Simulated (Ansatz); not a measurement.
The figure comes from a scan of BN (wurtzite): a phonon pattern at L = (0.5, 0.0, 0.5) is frozen into a 8-atom cell, Q being the largest atomic displacement. Calculation: r2SCAN (plane waves to 500 eV, PAW, scalar-relativistic; Ansatz, a quantum-chemistry and plane-wave program). k mesh 15×15×15 (Γ-centred), Fermi-Dirac smearing 0.05 eV. E stands for the smeared free energy. BN was relaxed with its symmetry unable to fall. The PAW data are Ansatz's earlier set. ΔE is measured from the undisplaced structure.

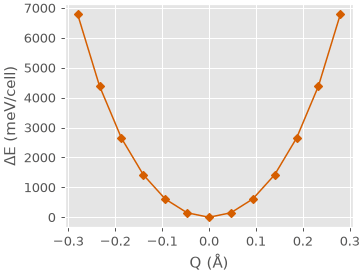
Fig. 1. ΔE (meV/cell) against Q (Å); markers are the computed points, lines only join them.

Problem. Read the plotted values off the figure, to the accuracy that the plot allows.

Solution. To the nearest 100:

```json
[
 {"Q (Å)": "-0.280", "ΔE (meV/cell)": "6800"},
 {"Q (Å)": "-0.233", "ΔE (meV/cell)": "4400"},
 {"Q (Å)": "-0.187", "ΔE (meV/cell)": "2600"},
 {"Q (Å)": "-0.140", "ΔE (meV/cell)": "1400"},
 {"Q (Å)": "-0.093", "ΔE (meV/cell)": "600"},
 {"Q (Å)": "-0.047", "ΔE (meV/cell)": "100"},
 {"Q (Å)": "0.000", "ΔE (meV/cell)": "0"},
 {"Q (Å)": "0.047", "ΔE (meV/cell)": "100"},
 {"Q (Å)": "0.093", "ΔE (meV/cell)": "600"},
 {"Q (Å)": "0.140", "ΔE (meV/cell)": "1400"},
 {"Q (Å)": "0.187", "ΔE (meV/cell)": "2600"},
 {"Q (Å)": "0.233", "ΔE (meV/cell)": "4400"},
 {"Q (Å)": "0.280", "ΔE (meV/cell)": "6800"}
]
```

(For displaced atoms, the force is minus the slope of the energy, and its curvature is a force constant, which sets phonon frequencies.)
